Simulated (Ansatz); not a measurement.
# AlClO (SMILES [O]=[Al][Cl]): levels of theory compared

Wanted: a comparison of 6 runs (UHF/STO-3G, B2PLYP/STO-3G, CAM-B3LYP/STO-3G, UPBE/STO-3G, wB97M-V/STO-3G, UCCSD(T)/STO-3G) of AlClO. 

The results are computed with Ansatz 0.2.0.

66 further runs of the same task are left out: 6 that didn't finish, 60 set aside as unsound or not needed.

**1. The system as given**

AlClO has 3 atoms, charge 0, and is taken as a singlet. SMILES: `[O]=[Al][Cl]`. The Cl3–Al2 distance was set to 4.027 Å, away from the relaxed value. At this shape a bond of the SMILES string is far longer than usual.

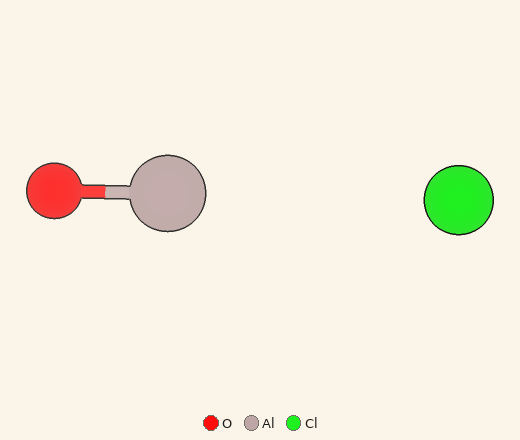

The structure, seen from a chosen angle (oxygen red, aluminium light grey, chlorine green).

**2. The energy at UHF/STO-3G (run 1)**

The input, in.yaml:

```yaml
crystal:
  periodic: [false, false, false]
  atoms:
    - symbol: O
      position_ang: [0.233628, 3.682943, 0.534666]
    - symbol: Al
      position_ang: [0.135498, 2.135903, 0.310086]
    - symbol: Cl
      position_ang: [-0.116820, -1.841490, -0.267330]
basis:
  gaussian:
    orbitals: STO-3G
total_charge: 0
magnetization:
  spin_polarized: true
hamiltonian:
  xc: hf
accuracy: high
```

Run with:

```
$ ansatz run in.yaml --threads 1 --pin off --max-ram 2610MiB --events-out events.jsonl --progress --plain --runs-dir runs
```

Log:

```text
Warning: RAYON_NUM_THREADS=1 ignored (pool sized by the plan → 1); use --threads N
[... 37 lines left out ...]
Total energy: -20879.91204477 eV, -767.3226147324 hartree
```

It took 4.8 s on 1 thread of Arm Neoverse V2, shared host.

**3. A single-point energy at B2PLYP/STO-3G (run 2)**

The input, job.yaml:

```yaml
crystal:
  periodic: [false, false, false]
  atoms:
    - symbol: O
      position_ang: [0.233628, 3.682943, 0.534666]
    - symbol: Al
      position_ang: [0.135498, 2.135903, 0.310086]
    - symbol: Cl
      position_ang: [-0.116820, -1.841490, -0.267330]
basis:
  gaussian: {orbitals: STO-3G}
hamiltonian: {xc: {name: B2PLYP}}
correlation: {frozen_orbitals: {Al: 5, Cl: 5, O: 1}}
accuracy: high
```

Run with:

```
$ ansatz run job.yaml --threads 1 --pin off --max-ram 2610MiB --events-out events.jsonl --progress --plain --runs-dir runs
```

Log, shortened:

```text
Warning: RAYON_NUM_THREADS=1 ignored (pool sized by the plan → 1); use --threads N
Functional definition: B2PLYP
  name "B2PLYP"
[...]
365 factors; integrals over basis functions are off by at most 1.8e-8 eV
[...]
mean field -20905.34055931 eV, -768.2570954058 hartree, gradient 1.2e-8 eV, S^2 0.000000; 4 other end points of the search recorded, 0 dependent functions left out; unrestricted orbitals would lower it
11 core orbitals not correlated: weight in the atoms' cores, before any rotation towards them, 1.000 or more for the frozen orbitals, at most 0.000 for the correlated occupied ones
reference -20905.34057748 eV, -768.2570960737 hartree; 8, 8 occupied and 4, 4 virtual orbitals, 365 factors
second order -8.79695227 eV of doubles, -0.00000000 eV of singles
Total energy: -20907.71575460 eV, -768.3443822226 hartree
```

It took 1.8 s on 1 thread of Arm Neoverse V2, shared host; peak memory 0.097 GiB.

Runs 3 to 5 aren't shown in full; the table further down has their settings and results.

**4. A single-point energy at UCCSD(T)/STO-3G (run 6)**

The input, job.yaml:

```yaml
crystal:
  periodic: [false, false, false]
  atoms:
    - {symbol: O, position_ang: [0.233628, 3.682943, 0.534666]}
    - {symbol: Al, position_ang: [0.135498, 2.135903, 0.310086]}
    - {symbol: Cl, position_ang: [-0.116820, -1.841490, -0.267330]}
basis:
  gaussian:
    orbitals: STO-3G
scf:
  omitted_lower_state_checks: [cluster_reference, increment]
correlation:
  method: ccsd_t
  frozen_orbitals: {Al: 5, Cl: 5, O: 1}
magnetization:
  spin_polarized: true
  initial_magnetization: 0
accuracy: high
```

Run with:

```
$ ansatz run job.yaml --threads 1 --pin off --max-ram 2610MiB --events-out events.jsonl --progress --plain --runs-dir runs
```

Log:

```text
Warning: RAYON_NUM_THREADS=1 ignored (pool sized by the plan → 1); use --threads N
[... 42 lines left out ...]
11 core orbitals not correlated: weight in the atoms' cores, before any rotation towards them, 1.000 or more for the frozen orbitals, at most 0.000 for the correlated occupied ones
[... 193 lines left out ...]
Total energy: -20881.34784469 eV, -767.3753794063 hartree
Checks for a lower state left out: cluster_reference, increment
```

It took 13 s on 1 thread of Arm Neoverse V2, shared host.

**5. The series**

```tsv
run	level	frozen core orbitals	energy (Eh)	wall time
1	UHF/STO-3G	–	-767.322615	4.8 s
2	B2PLYP/STO-3G	11	-768.344382	1.8 s
3	CAM-B3LYP/STO-3G	–	-768.614665	1.2 s
4	UPBE/STO-3G	–	-768.317257	11 s
5	wB97M-V/STO-3G	–	-768.749991	17 s
6	UCCSD(T)/STO-3G	11	-767.375379	13 s
```

**6. What came out**

```
                                           quantity          value
                                run 6: total energy  -767.37538 Eh
run 6: correlation energy (11 core orbitals frozen)      -52.8 mEh
                              run 6: (T) correction      -2.67 mEh
           run 6: ⟨S²⟩ of the reference determinant          1.048
                               run 6: T1 diagnostic          0.066
```

**Reading.** Totals of different functionals can't be ranked against each other. In run 2 the log says that unrestricted orbitals would lower the reference, so the values rest on an unstable closed-shell determinant (other closed-shell runs at this shape may share the fault). In runs 1, 2, 3, 4, 5, 6 the basis is minimal, so the values are rough. Spin contamination of the reference: run 6 ⟨S²⟩ = 1.05, run 1 ⟨S²⟩ = 1.05, run 4 ⟨S²⟩ = 0.59. Where it is this large, the reference is a mixture of spin states, and values that rest on it are in doubt. All runs together took 49 s, the longest 17 s.
